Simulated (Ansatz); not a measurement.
Two G0W0 runs on HfS2/HfS2/HfS2 (1T multilayer).

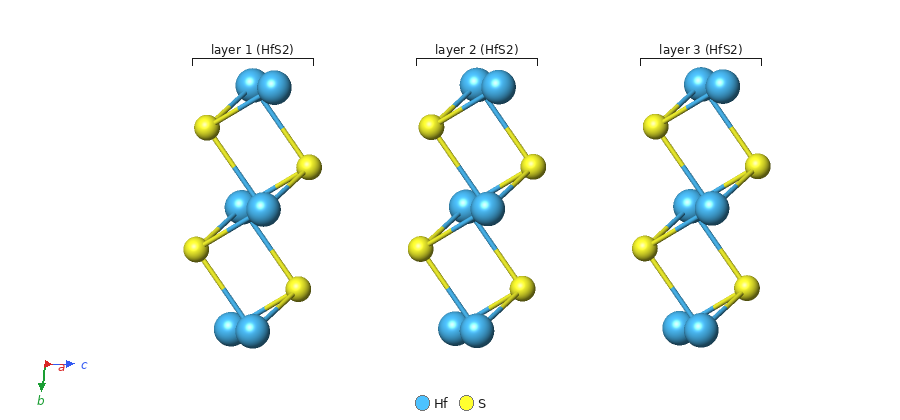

The structure (hafnium blue, sulfur yellow). 1×2×1 cells are drawn. Some periodic images of atoms are drawn too.

The cell holds 9 atoms: 3 Hf and 6 S. Cell: a = 3.614 Å, b = 3.614 Å, c = 52.100 Å, α = 90.0°, β = 90.0°, γ = 120.0°. Regions: layer 1 (HfS2), 3 atoms (1 Hf and 2 S); layer 2 (HfS2), 3 atoms (1 Hf and 2 S); layer 3 (HfS2), 3 atoms (1 Hf and 2 S). Vacuum lies along c.

```xyz
9
Lattice="3.6143 0.0000 0.0000 -1.8072 3.1301 0.0000 0.0000 0.0000 52.1000" Properties=species:S:1:pos:R:3
Hf    0.0000    0.0000   20.2718
S     0.0000    2.0867   21.7246
S     1.8072    1.0434   18.8160
Hf    0.0000    0.0000   26.0500
S     0.0000    2.0867   27.5021
S     1.8072    1.0434   24.5979
Hf    0.0000    0.0000   31.8282
S     0.0000    2.0867   33.2840
S     1.8072    1.0434   30.3754
```

The structure was relaxed with PBE-D3(BJ). The runs that relaxed it are not among those shown. Spin-orbit coupling is left out unless a run names it.

The first (Ansatz 0.2.0; start PBE, 6×6×1 mesh, 783 empty bands, screening to 70 eV, PAW set soft_1 files; 1 × NVIDIA H100 80GB HBM3 (shared by 6 runs) with 3 threads of AMD EPYC 7R13 (Zen 3), shared host) gave, on its mesh: starting gap 1.10 eV, G0W0 gap 1.97 eV, mean of 1 + 4πα/V (set by the cell height) 3.52, 42 s.

The second gave: starting gap 1.10 eV, G0W0 gap 1.90 eV, mean of 1 + 4πα/V (set by the cell height) 3.55, 35 s.

Question: What was changed in the input? Choose among start, files, mesh, bands and cutoff, frequency model or another key.

Changed: empty bands from 783 to 313 and screening cutoff (eV) from 70.0 to 38. The starting gap stayed, which rules out the functional and points to the GW step. Other changes could give like numbers; this is the one that was made.

Limits: not at the basis limit; coarse mesh for a sheet; no spin-orbit coupling.

[Paths, hosts, dates, memory and timing lines, banners, echoed tables and standing remarks are left out of the program output.]

[Logs are printed without paths, hosts, clocks, repeated set-up lines and the standing remarks that a program may print on its own settings, such as how far it seeks lower states.]

[Runs of the session that timed out or met a known fault of the program may be left out.]

[Cells called generated may have been cut or substituted from an entry of the Crystallography Open Database or the Materials Project.]

[Hosts, paths, dates, database ids (printed as entryN), source tags and the programs' standing remarks are cut or masked in the printed files.]
